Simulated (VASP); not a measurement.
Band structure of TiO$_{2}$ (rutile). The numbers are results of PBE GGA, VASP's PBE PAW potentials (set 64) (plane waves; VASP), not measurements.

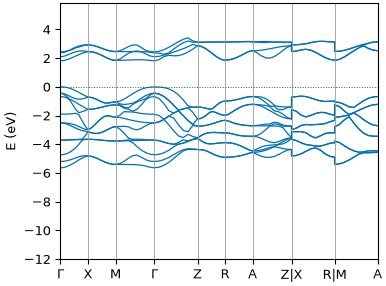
Bands along high-symmetry lines, zero at the valence-band maximum or, without a gap, the Fermi level

Question: Read the plot: is there a gap, and where are the band edges?

Answer: The gap is direct, 1.82 eV, from the valence maximum at Γ to the conduction minimum at Γ. (Edges off the drawn lines would not show.)

The compound is TiO2 in the rutile structure. It was relaxed first.
